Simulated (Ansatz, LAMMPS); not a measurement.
# Structural relaxation of amorphous 84HfO2-16La2O3 (mol %) (83 atoms)

Wanted: the relaxed structure of amorphous 84HfO2-16La2O3 (mol %) (83 atoms) and its electronic structure.

Method: Kohn-Sham DFT, PBE, PAW (set soft_2), plane waves, in Ansatz 0.2.0.

**1. The starting structure**

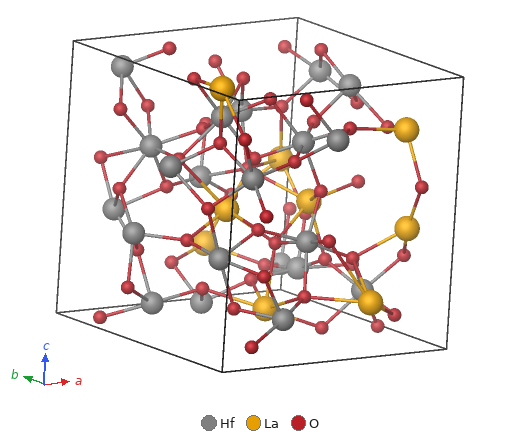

The cell as given, slightly off an axis (hafnium grey, lanthanum orange, oxygen red). Some periodic images of atoms are drawn too.

The cell holds 83 atoms: 21 Hf, 8 La and 54 O. Cell: a = 10.753 Å, b = 10.753 Å, c = 10.753 Å, α = 90.0°, β = 90.0°, γ = 90.0°. 83 atoms (21 Zr, 8 Nd, 54 O) placed at random at 5.25 g/cm³, melted at 5000 K for 10 ps at fixed volume with the Morse and Coulomb pair potential with partial charges (Pedone, Malavasi, Menziani, Cormack and Segre, J. Phys. Chem. B 110, 11780 (2006)). Quenched from 5000 K to 300 K at 50 K/ps and fixed volume, held 5 ps, then minimised at fixed cell. Then Zr was replaced by Hf, Nd was replaced by La (the potential has no terms for the new elements, so the cell is a start for a DFT relaxation).

What the set-up can't give: The quench rate of 50 K/ps is orders of magnitude faster than experiment, which tends to freeze in extra defects. The starting topology of bonds comes from the classical model. Only the Γ point is sampled in the main run, in a cell whose shortest periodic width is 11 Å. The levels lack spin–orbit coupling, which is large for the heavy elements here.

**2. How the cell was made**

A classical potential supplies the starting structure, since it reaches far longer times than DFT.

This step: classical MD, Morse and Coulomb pair potential with partial charges (Pedone, Malavasi, Menziani, Cormack and Segre, J. Phys. Chem. B 110, 11780 (2006)) (LAMMPS 22 Jul 2025 - Update 4).

Input file in.lmp:

```
# melt-quench of Zr21Nd8O54
units metal
atom_style charge
boundary p p p
region box block 0 10.7526 0 10.7526 0 10.7526
create_box 3 box
mass 1 91.2240   # Zr
mass 2 144.2420   # Nd
mass 3 15.9990   # O
create_atoms 1 random 21 40971 NULL overlap 1.5 maxtry 2000
create_atoms 2 random 8 40978 NULL overlap 1.5 maxtry 2000
create_atoms 3 random 54 40985 NULL overlap 1.5 maxtry 2000
pair_style hybrid/overlay pedone 5.5 coul/long 8.0
pair_coeff * * coul/long
pair_coeff 1 3 pedone 0.206237 2.479675 2.436997 1   # Zr-O
pair_coeff 2 3 pedone 0.014580 1.825100 3.398717 3   # Nd-O
pair_coeff 3 3 pedone 0.042395 1.379316 3.618701 22   # O-O
set type 1 charge 2.4
set type 2 charge 1.8
set type 3 charge -1.2
kspace_style pppm 1.0e-4
neigh_modify delay 0 every 1 check yes
thermo_style custom step time temp pe press density
thermo_modify norm yes
timestep 0.002
thermo 100
min_style cg
minimize 1e-4 1e-4 200 2000
reset_timestep 0
velocity all create 5000 40972 mom yes dist gaussian
fix lim all nve/limit 0.05
fix lan all langevin 5000 5000 0.2 40973 zero yes
thermo 500
run 1000 post no
# [... 10 lines left out ...]
thermo 1250
fix md all nvt temp 300 300 0.2
run 2500 post no
unfix md
thermo 100
min_style cg
minimize 0 1e-3 2000 20000
write_dump all custom glass.dump id type xs ys zs modify sort id
```

The run is started by

```sh
$ lmp -in in.lmp -log none -nocite
```

Numbers of over 12 decimals in the logs are rounded to 6 here.

The program printed:

```text
LAMMPS (22 Jul 2025 - Update 4)
Created orthogonal box = (0 0 0) to (10.7526 10.7526 10.7526)
Created 21 atoms
Created 8 atoms
Created 54 atoms
PPPM initialization ...
  G vector (1/distance) = 0.38368152
  grid = 12 12 12
  estimated relative force accuracy = 5.6614376e-05
   Step          Time           Temp          PotEng         Press         Density
         0   0              0              0.53314849     1173577.3      5.2540867
        83   0.166          0             -13.800265     -26140.482      5.2540867
Loop time of 0.0491281 s on 1 MPI rank(s) for 83 steps with 83 atoms
Minimization stats:
  Stopping criterion = energy tolerance
  Energy initial, next-to-last, final =
     0.533148486599295  -13.7989840379275  -13.8002647236227
  Force two-norm initial, final = 349.04979 1.8735263
  Iterations, force evaluations = 83 98
   Step          Time           Temp          PotEng         Press         Density
         0   0              5000          -13.800265      19392.608      5.2540867
       500   1              2236.9188     -13.552347      19419.635      5.2540867
      1000   2              2274.4353     -13.519575      172.46918      5.2540867
Loop time of 0.394941 s on 1 MPI rank(s) for 1000 steps with 83 atoms
   Step          Time           Temp          PotEng         Press         Density
[... 2 lines left out ...]
      2499   4.998          4820.4478     -13.047494      104561.91      5.2540867
      3332   6.664          4876.5421     -13.195411      50093.037      5.2540867
      4165   8.33           4825.5023     -13.053159      63888.98       5.2540867
      4998   9.996          5469.7764     -13.148167      76093.096      5.2540867
      5831   11.662         5481.4268     -13.195478      25765.903      5.2540867
[... 1 line left out ...]
Loop time of 2.07899 s on 1 MPI rank(s) for 5000 steps with 83 atoms
   Step          Time           Temp          PotEng         Press         Density
[... 12 lines left out ...]
Loop time of 18.501 s on 1 MPI rank(s) for 47000 steps with 83 atoms
   Step          Time           Temp          PotEng         Press         Density
[... 2 lines left out ...]
     55000   110            287.83389     -13.932767     -66055.26       5.2540867
     55500   111            288.95373     -13.935289     -66692.314      5.2540867
Loop time of 0.906 s on 1 MPI rank(s) for 2500 steps with 83 atoms
   Step          Time           Temp          PotEng         Press         Density
     55500   111            288.95373     -13.935289     -66692.314      5.2540867
     55517   111.034        288.95373     -13.976396     -65726.384      5.2540867
Loop time of 0.030695 s on 1 MPI rank(s) for 17 steps with 83 atoms
Minimization stats:
  Stopping criterion = linesearch alpha is zero
  Energy initial, next-to-last, final =
     -13.9352887018607  -13.9763955637771  -13.9763955637771
  Force two-norm initial, final = 11.000178 0.27155279
  Iterations, force evaluations = 17 65
```

Elapsed: 22 s, on 1 thread of Arm Neoverse V1, shared host; peak memory 0.072 GiB.

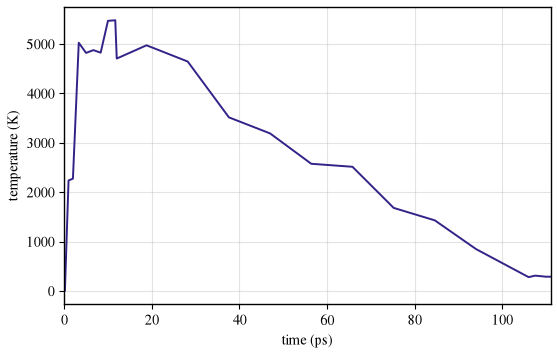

Temperature, plotted against time.

**3. Single point at the start**

The forces at the start show how far the geometry lies from a minimum of this functional.

Input file input.yaml:

```yaml
crystal:
  lattice:
    - [10.7526, 0.0, 0.0]
    - [0.0, 10.7526, 0.0]
    - [0.0, 0.0, 10.7526]
  atoms:
    - { symbol: Hf, position: [0.21352, 0.78482, 0.64168] }
    - { symbol: Hf, position: [0.56578, 0.72793, 0.75466] }
    - { symbol: Hf, position: [0.32506, 0.52144, 0.79741] }
    - { symbol: Hf, position: [0.15815, 0.90699, 0.38862] }
    - { symbol: Hf, position: [0.20822, 0.16348, 0.65735] }
    - { symbol: Hf, position: [0.91819, 0.74126, 0.86776] }
    - { symbol: Hf, position: [0.45712, 0.74919, 0.05459] }
    - { symbol: Hf, position: [0.16683, 0.27541, 0.34241] }
    - { symbol: Hf, position: [0.04097, 0.43403, 0.65828] }
    - { symbol: Hf, position: [0.82607, 0.43949, 0.88823] }
    - { symbol: Hf, position: [0.46927, 0.01904, 0.80833] }
    - { symbol: Hf, position: [0.17938, 0.93825, 0.90368] }
    - { symbol: Hf, position: [0.80004, 0.64595, 0.1736] }
    - { symbol: Hf, position: [0.53574, 0.31046, 0.73197] }
    - { symbol: Hf, position: [0.03077, 0.6137, 0.37466] }
    - { symbol: Hf, position: [0.52238, 0.23463, 0.38422] }
    - { symbol: Hf, position: [0.16653, 0.65756, 0.09659] }
    - { symbol: Hf, position: [0.51044, 0.87288, 0.48452] }
    - { symbol: Hf, position: [0.31945, 0.0795, 0.14929] }
    - { symbol: Hf, position: [0.95187, 0.94787, 0.11059] }
    - { symbol: Hf, position: [0.83037, 0.29464, 0.16659] }
    - { symbol: La, position: [0.88295, 0.12328, 0.42657] }
    - { symbol: La, position: [0.51215, 0.44276, 0.09412] }
    - { symbol: La, position: [0.64552, 0.99937, 0.20136] }
    - { symbol: La, position: [0.84027, 0.10685, 0.79613] }
    - { symbol: La, position: [0.82414, 0.81743, 0.53587] }
    - { symbol: La, position: [0.15327, 0.30572, 0.96288] }
    - { symbol: La, position: [0.36268, 0.51155, 0.45648] }
    - { symbol: La, position: [0.71175, 0.48723, 0.46137] }
    - { symbol: O, position: [0.81942, 0.61303, 0.98192] }
    - { symbol: O, position: [0.53533, 0.86029, 0.90937] }
    - { symbol: O, position: [0.23461, 0.26248, 0.15638] }
    - { symbol: O, position: [0.48303, 0.61942, 0.90374] }
    - { symbol: O, position: [0.00014, 0.58879, 0.18352] }
    - { symbol: O, position: [0.18313, 0.57487, 0.64211] }
    - { symbol: O, position: [0.60586, 0.66148, 0.14521] }
    - { symbol: O, position: [0.61804, 0.14791, 0.81155] }
    - { symbol: O, position: [0.09399, 0.26772, 0.53506] }
    - { symbol: O, position: [0.70638, 0.35798, 0.02566] }
    - { symbol: O, position: [0.95418, 0.55776, 0.78859] }
    - { symbol: O, position: [0.13456, 0.01247, 0.07802] }
    - { symbol: O, position: [0.19729, 0.53455, 0.94542] }
    - { symbol: O, position: [0.34735, 0.05858, 0.95798] }
    - { symbol: O, position: [0.78294, 0.4646, 0.24734] }
    - { symbol: O, position: [0.3744, 0.69698, 0.71088] }
    - { symbol: O, position: [0.58501, 0.69609, 0.54718] }
    - { symbol: O, position: [0.43066, 0.45336, 0.65009] }
    - { symbol: O, position: [0.71233, 0.209, 0.31396] }
    - { symbol: O, position: [0.15456, 0.74881, 0.27387] }
    - { symbol: O, position: [0.06904, 0.76472, 0.50193] }
    - { symbol: O, position: [0.90253, 0.93864, 0.91452] }
    - { symbol: O, position: [0.93898, 0.50274, 0.5114] }
    - { symbol: O, position: [0.48288, 0.05215, 0.42874] }
    - { symbol: O, position: [0.29961, 0.93145, 0.7507] }
    - { symbol: O, position: [0.61304, 0.29096, 0.54949] }
    - { symbol: O, position: [0.11816, 0.10685, 0.82134] }
    - { symbol: O, position: [0.16635, 0.47482, 0.36728] }
    - { symbol: O, position: [0.43596, 0.91242, 0.16797] }
    - { symbol: O, position: [0.67618, 0.44244, 0.76742] }
    - { symbol: O, position: [0.21912, 0.07602, 0.31601] }
    - { symbol: O, position: [0.8579, 0.01902, 0.60289] }
    - { symbol: O, position: [0.84764, 0.68236, 0.36334] }
    - { symbol: O, position: [0.79808, 0.83868, 0.14341] }
    - { symbol: O, position: [0.03117, 0.78194, 0.0286] }
    - { symbol: O, position: [0.32206, 0.81996, 0.47656] }
    - { symbol: O, position: [0.27506, 0.79269, 0.99403] }
    - { symbol: O, position: [0.42079, 0.37055, 0.88799] }
    - { symbol: O, position: [0.94726, 0.34538, 0.01422] }
    - { symbol: O, position: [0.52595, 0.42688, 0.33715] }
    - { symbol: O, position: [0.08429, 0.80853, 0.78342] }
    - { symbol: O, position: [0.48186, 0.17595, 0.19813] }
    - { symbol: O, position: [0.1916, 0.34888, 0.74932] }
    - { symbol: O, position: [0.76235, 0.74979, 0.74782] }
    - { symbol: O, position: [0.98061, 0.26047, 0.28968] }
    - { symbol: O, position: [0.35013, 0.60789, 0.14537] }
    - { symbol: O, position: [0.15715, 0.00249, 0.55785] }
    - { symbol: O, position: [0.33759, 0.28447, 0.43268] }
    - { symbol: O, position: [0.91341, 0.31605, 0.75488] }
    - { symbol: O, position: [0.837, 0.10478, 0.11688] }
    - { symbol: O, position: [0.5472, 0.90775, 0.66878] }
    - { symbol: O, position: [0.39516, 0.16919, 0.70311] }
    - { symbol: O, position: [0.98577, 0.9583, 0.30774] }
    - { symbol: O, position: [0.6787, 0.90444, 0.39775] }
kpoints:
  mp_grid: { grid: [1, 1, 1] }
hamiltonian:
  xc: pbe
scf:
  occupations: { method: fermi_dirac, width: 0.025 }
output:
  forces: true
```

The run is started by

```sh
$ ansatz run input.yaml --threads 4 --pin off --max-ram 8192MiB --backend cpu --events-out ev --progress --plain --runs-dir out
```

The program printed:

```text
Engine: ansatz 0.2.0, aarch64-unknown-linux-gnu
Pseudopotentials: kind: paw
Pseudopotential: Hf, paw, valence charge 26, recommended cutoff 420 eV (normal), Hf.paw.azcp
Pseudopotential: La, paw, valence charge 11, recommended cutoff 420 eV (normal), La.paw.azcp
Pseudopotential: O, paw, valence charge 6, recommended cutoff 420 eV (normal), O.paw.azcp
Functional definition: PBE
  parameter kappa = 0.804
  parameter beta = 0.066725
  exchange = pbe_x(kappa = kappa, mu = beta*pi^2/3)
  correlation = pbe_c(beta = beta)
Crystal: 83 atoms, lattice volume = 1243.198 Å³
Basis set: ecut = 420 eV, 24207 PW (Γ), exchange–correlation on 144×144×144 points (8 copies of the dense FFT grid, shifted against one another)
Bands: 562, of which v1, the nominal top of the filled ones, is band 479 counted from 1 (478 counted from 0)
Symmetry: 1 space group operations
Space group: P1 (ITA 1), of the structure as read, at distance tolerance 1.1e-4 Å
k-points: 1
Non-local potential: Hf, projectors of the file, l = 0: 3, l = 1: 2, l = 2: 2, l = 3: 3
Non-local potential: La, projectors of the file, l = 0: 3, l = 1: 2, l = 2: 2, l = 3: 3
Non-local potential: O, projectors of the file, l = 0: 2, l = 1: 2, l = 2: 1
PAW form: soft (Blöchl's): semilocal exchange-correlation on the pseudo side does not see the compensation charge
PAW one-centre angular grid: Hf, 590 points (default); XC on 64 Gauss nodes
PAW one-centre angular grid: La, 590 points (default); XC on 64 Gauss nodes
PAW one-centre angular grid: O, 110 points (default); XC on 64 Gauss nodes
Initial density: superposition of atomic densities (neutral atoms: chi_scale 0, normalization atom), corrected by the library's trained network
Initial wavefunctions: pseudopotential atomic-orbital guess
Functional: x = pbe(κ = 0.804, μ = 0.219515), c = pbe(β = 0.066725)
SCF iter   1: F=—  HF=-410932.890978 eV  |F-HF|=—  |Δ(HF+E_count)|=         —  Δρ=3.46e-3  dr2=1.85e-1  ethr=1.77e-3  ⟨swp⟩=5.0  Hψ=1794  notcnv=0  defer=12
preconditioner: auto → Resta (q_TF=auto, 2.612 Å⁻¹)  ε∞=5.1  [insulator: Δε(μ)=3.553 eV  Ē_g=15.830 eV  σ=0.025 eV  W_gap=1.00  n_scr=364 (ndim 8)  ℏωp=31.9 eV  f_vac=0.114  D(μ)=0.00/eV (n_scr^D=0)  ε∞_Penn≈5.1]
SCF iter   2: F=—  HF=-410932.880455 eV  |F-HF|=—  |Δ(HF+E_count)|=   1.05e-2  Δρ=1.81e-3  dr2=4.31e-2  ethr=1.93e-5  ⟨swp⟩=2.0  Hψ=1040  notcnv=0  defer=77
SCF iter   3: F=—  HF=-410932.881193 eV  |F-HF|=—  |Δ(HF+E_count)|=   7.38e-4  Δρ=8.10e-4  dr2=1.27e-2  ethr=4.50e-6  ⟨swp⟩=5.0  Hψ=835  notcnv=0  defer=70
automatic band count: iteration 3 solves 555 bands in place of 562: the levels show a gap, and the empty bands left out lie too high to hold charge; the band table lists the bands solved (type scf.n_extra_bands for more)
SCF iter   4: F=—  HF=-410932.880793 eV  |F-HF|=—  |Δ(HF+E_count)|=   4.00e-4  Δρ=2.50e-4  dr2=1.02e-3  ethr=1.33e-6  ⟨swp⟩=3.0  Hψ=950  notcnv=0  defer=70
SCF iter   5: F=—  HF=-410932.881133 eV  |F-HF|=—  |Δ(HF+E_count)|=   3.39e-4  Δρ=1.53e-4  dr2=3.02e-4  ethr=1.07e-7  ⟨swp⟩=3.0  Hψ=971  notcnv=0  defer=70
SCF iter   6: F=—  HF=-410932.881147 eV  |F-HF|=—  |Δ(HF+E_count)|=   1.43e-5  Δρ=4.71e-5  dr2=3.44e-5  ethr=3.15e-8  ⟨swp⟩=2.0  Hψ=964  notcnv=0  defer=70
SCF iter   7: F=—  HF=-410932.883831 eV  |F-HF|=—  |Δ(HF+E_count)|=   2.68e-3  Δρ=2.86e-5  dr2=1.17e-5  ethr=3.59e-9  ⟨swp⟩=2.0  Hψ=1030  notcnv=0  defer=70
SCF iter   8: F=—  HF=-410932.883837 eV  |F-HF|=—  |Δ(HF+E_count)|=   5.93e-6  Δρ=1.92e-5  dr2=4.54e-6  ethr=1.22e-9  ⟨swp⟩=2.0  Hψ=964  notcnv=0  defer=70
SCF iter   9: F=—  HF=-410932.883838 eV  |F-HF|=—  |Δ(HF+E_count)|=   9.98e-7  Δρ=3.90e-6  dr2=3.36e-7  ethr=4.74e-10  ⟨swp⟩=2.0  Hψ=871  notcnv=0  defer=70
SCF iter  10: F=—  HF=-410932.883838 eV  |F-HF|=—  |Δ(HF+E_count)|=   3.88e-7  Δρ=2.86e-6  dr2=1.10e-7  ethr=1.04e-11  ⟨swp⟩=4.0  Hψ=1996  notcnv=0
SCF iter  11: F=-410932.883838 eV  HF=-410932.883838 eV  |F-HF|=2.96e-8  |Δ(HF+E_count)|=   3.53e-8  Δρ=2.01e-6  dr2=4.93e-8  ethr=1.04e-11  ⟨swp⟩=4.0  Hψ=1995  notcnv=0
SCF 1 converged in 11 iterations: F = -410932.883838 eV  dr2 = 4.93e-8
  greatest PAW one-centre occupation: 0.999 electrons in one spin orbital (limit 2), on the Hf atom at site 10 (counted from 0), in its partial waves of l = 0
SCF converged after 11 iterations
Free energy (F): -410932.883838 eV
Harris-Foulkes:  -410932.883838 eV  (|F-HF|=2.96e-8)
Internal energy: -410932.883838 eV  (E = F + TS)
E sigma→0 (E₀):  -410932.883838 eV
Fermi energy:    11.862400 eV
--- Per-component energies (eV) ---
  E_band       = -3224.059129
  E_kinetic    = 19718.942341
  E_local      = -178935.300673  (includes V_loc(G=0)·N_el)
  E_nonlocal   = -22754.036476
  E_hartree    = 81522.351100
  E_xc         = -11371.019356
  E_vxc        = -11814.242179  (∫ρ·V_xc dr)
  E_paw        = -197321.453955  (= ΣΔE_a)
  E_vpaw       = 27515.735329  (= ΣTr[D̂ρ^β])
  E_aug_tail   = 0.132002  (compensation charges beyond the density's cutoff)
  E_ewald      = -101792.498821
  E_smearing   = -0.000000  (= −TS)
  E_closure    = 0.000000  (closes the sum)
  Σ components = -410932.883838   (vs F -410932.883838, Δ=0.00e0)
--- Forces (eV/Å), atoms counted from 1 ---
  atom   1  Hf     0.51446861    -0.44412015     0.87090039
  atom   2  Hf    -0.43412544     0.06138274     0.57301127
  atom   3  Hf     0.27992016     0.44762306     0.03829069
  atom   4  Hf    -0.07141444     0.55687148    -0.76598819
  atom   5  Hf    -0.25746264    -1.06391378     0.71179144
  atom   6  Hf     0.04101214    -0.42408525     0.20932377
  atom   7  Hf    -0.83442856     0.18128507     0.25176544
  atom   8  Hf     0.50863772     0.24001711    -0.37485112
  atom   9  Hf    -0.55996525     0.77463018     0.36739546
  atom  10  Hf    -0.40197467     0.30550001    -0.67503935
  atom  11  Hf    -0.60580076     0.21726581     0.47266380
  atom  12  Hf     0.08582371    -0.52204916     0.19320272
  atom  13  Hf    -0.17910848     0.45802037    -0.77176855
  atom  14  Hf     0.61141222     1.05259071     0.22946307
[...]
atom  82  O     -0.29926821     0.14828653     0.56485721
  atom  83  O      0.14858033    -0.26106434     0.13075023
  max |Σ_I F_I| component: 4.86e-5 eV/Å
```

Run time: 27 s. Hardware: 4 threads of Arm Neoverse V1, shared host; peak memory 2 GiB.

Reading the cycles: dr2 is the Hartree energy of the density residual (eV), the measure of convergence; HF is the Harris–Foulkes estimate of the energy, which meets the free energy F at convergence.

Numbers from this run:

```yaml
free_energy: -410932.8838 eV
free_energy_per_atom: -4950.9986 eV/atom
scf_cycles: 11
r_m_s_force_component: 0.3755 eV/Å
longest_force: 1.614 eV/Å
fermi_energy: 11.86 eV
```

The r.m.s. force component of 0.38 eV/Å sets the starting point.

Neighbours are counted within 2.82 Å (O-Hf), 3.19 Å (O-La).

Length of the force by element and coordination:

```csv
element,coordination,atoms,mean length of the force (eV/Å),spread,least,most
Hf,all,21,0.920,0.343,0.234,1.61
Hf,5,2,1.46,0.154,1.31,1.61
Hf,6,16,0.888,0.307,0.234,1.56
Hf,7,3,0.732,0.264,0.529,1.10
La,all,8,0.465,0.149,0.196,0.680
La,5,3,0.489,0.131,0.305,0.593
La,6,3,0.390,0.139,0.196,0.514
La,7,2,0.540,0.140,0.401,0.680
O,all,54,0.444,0.208,0.0719,1.32
O,2,1,0.627,0,0.627,0.627
O,3,40,0.431,0.185,0.0719,0.810
O,4,13,0.467,0.268,0.260,1.32
```

(Part 1 of 4 ends here.)

[Logs are printed without paths, hosts, clocks, repeated set-up lines and the standing remarks that a program may print on its own settings, such as how far it seeks lower states.]

[Hosts, paths, dates, database ids (printed as entryN), source tags and the programs' standing remarks are cut or masked in the printed files.]
